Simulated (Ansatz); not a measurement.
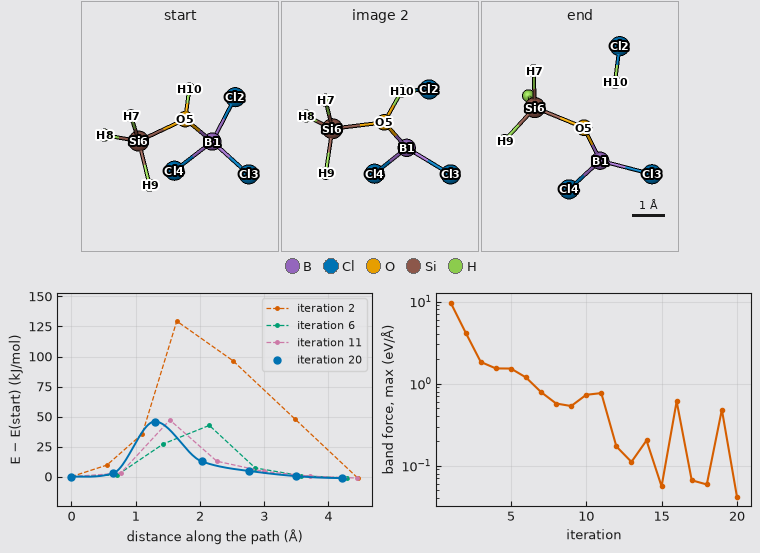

A nudged-elastic-band calculation for BSiH4OCl3. Images are numbered from 0 (start) to 6 (end). The plot follows the band through its iterations. The picture is a ball-and-stick view, seen at a tilt.

Method: Ansatz, RKS LDA/def2-SVP. Set-up: 5 movable images; climbing image; force threshold 0.05 eV/Å; iteration limit 60; starting path through a guess of the saddle point.

Q: Did the band converge, and can the barrier be trusted?

A: The result is final at these settings. The band converged in 20 iterations. The largest component of the band force went from 9.7 to 0.042 eV/Å. The climbing image converged on the top of the path. Its vibrational analysis gives one imaginary mode (620i cm⁻¹), as a transition state must have. The first iteration put the highest image at 329.0 kJ/mol. The highest point, image 2, lies 45.9 kJ/mol above the start and 47.1 kJ/mol above the end; the end is at −1.2 kJ/mol relative to the start.

The run took 74 s on 4 threads of Arm Neoverse V2 (shared host), peak memory 0.18 GiB.
